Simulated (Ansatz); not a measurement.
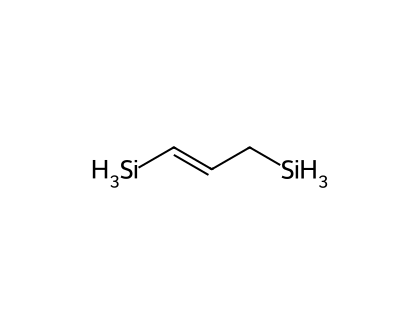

Source: calculation with Ansatz.

### Write the SMILES.

[SiH3]/C=C/C[SiH3]

### Give the formula, hydrogens included.

C3H10Si2.

### An optimisation with PBE0-D4/def2-TZVP gave a structure of which point group?

C1. Other conformers may differ.
